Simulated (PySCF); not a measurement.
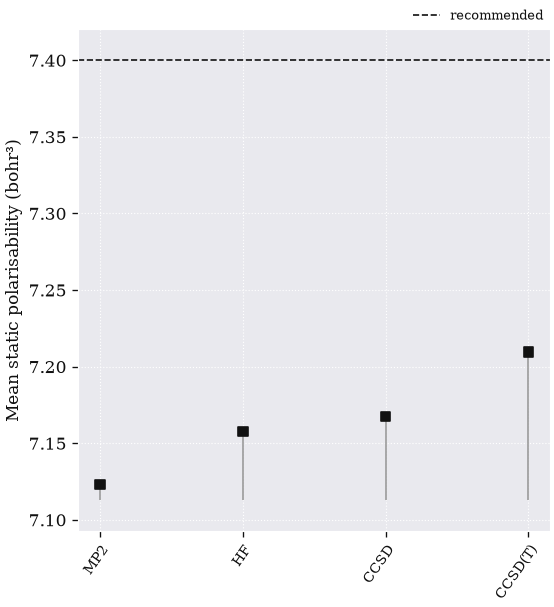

The mean static polarisability of neutral nitrogen ([He] 2s² 2p³) across levels of theory. Finite fields; PySCF, def2-QZVPPD, non-relativistic, unrestricted single determinants, no spin-orbit coupling. 2 core electrons frozen.

Q: Which methods come out highest and lowest?

A: The values run from 7.1231 bohr³ (MP2) to 7.2097 bohr³ (CCSD(T)). The recommended value is 7.40 ± 0.2 bohr³, too uncertain to rank the methods.

| Method | Mean static polarisability (bohr³) |
| --- | --- |
| HF | 7.1577 |
| MP2 | 7.1231 |
| CCSD | 7.1675 |
| CCSD(T) | 7.2097 |
